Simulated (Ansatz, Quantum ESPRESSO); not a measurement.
# Ge(111), F on both faces, 5 bilayers against a metal electrode: the electrode's level over the Fermi level at a withheld member of a series

**Set-up.** Quantum ESPRESSO 7.5, PBE, GBRV ultrasoft. The slab is relaxed neutral, then held. ESM with bc3: vacuum below and a metal electrode about 6 Å above the top atoms. Fermi-Dirac smearing of 0.004 Ry and a dense mesh. Charges are set per cell from the starting area. The slabs take the lattice constants of the bulk relaxed by the same program. The series steps the charge of the slab (positive: electrons removed).

```tsv
charge of the slab	electrode's level over the Fermi level (eV)
1 ×10¹³ e/cm²	8.268
2 ×10¹³ e/cm²	9.477
3 ×10¹³ e/cm²	10.674
4.5 ×10¹³ e/cm²	12.455
7 ×10¹³ e/cm²	15.394
8 ×10¹³ e/cm²	16.564
```

One more run was made and is withheld. What is the electrode's level over the Fermi level at 6 ×10¹³ e/cm²?

**Fit.** The rows at 4.5 ×10¹³ e/cm² and 7 ×10¹³ e/cm² give a slope of (15.394 − (12.455))/(7 − (4.5)) = 1.176, so a straight line gives 14.218 eV. A parabola through these and the row at 3 ×10¹³ e/cm² gives 14.223 eV.

**The withheld run.** 14.222 eV. The line misses by −0.004 and the parabola by +0.001 eV. Both misses are under 5 % of the step from the nearer row.

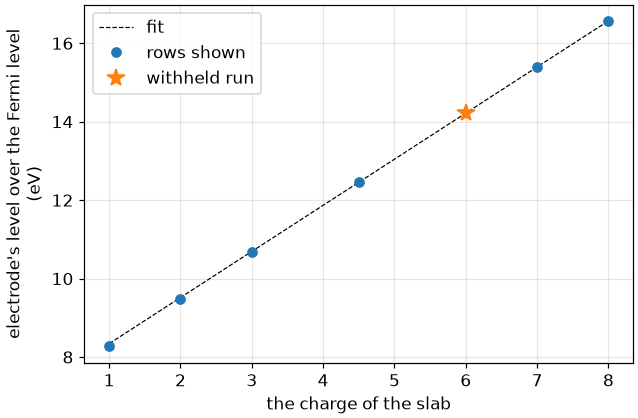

The rows shown, the fit and the withheld run.

**Limits.** Vacuum fills the gap; ions don't answer the charge; added electrons can spill towards the electrode at the most negative charges. Members without a usable value, or on the other side of zero field or charge, are not listed.

[Logs are printed without paths, hosts, clocks, repeated set-up lines and the standing remarks that a program may print on its own settings, such as how far it seeks lower states.]
